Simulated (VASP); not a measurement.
Band structure of Tl2Pd (space group C2/c). Method: LDA (Ceperley-Alder, Perdew-Zunger), VASP's LDA PAW potentials (set 64) (plane waves; VASP 6.6.1).

Unless said otherwise, spin-orbit coupling is left out, though it shifts the bands of the heavy elements here.

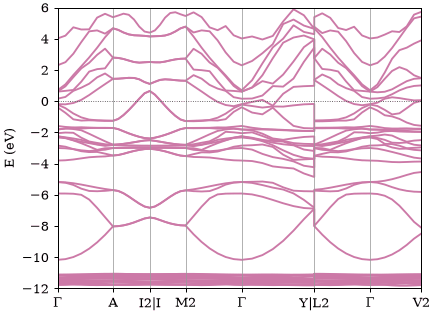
Figure. Bands along high-symmetry lines, zero at the valence-band maximum or, without a gap, the Fermi level

Q: Read the plot: is there a gap, and where are the band edges?

A: It has no gap at this level: it comes out as a metal or semimetal.

The structure comes from a computed database's Tl2Pd entry; how it stands against other phases isn't given here. The cell was not relaxed at this level. The k-mesh is coarse (spacing up to 0.44 per Å, 2π included), so the numbers may not be converged in it.
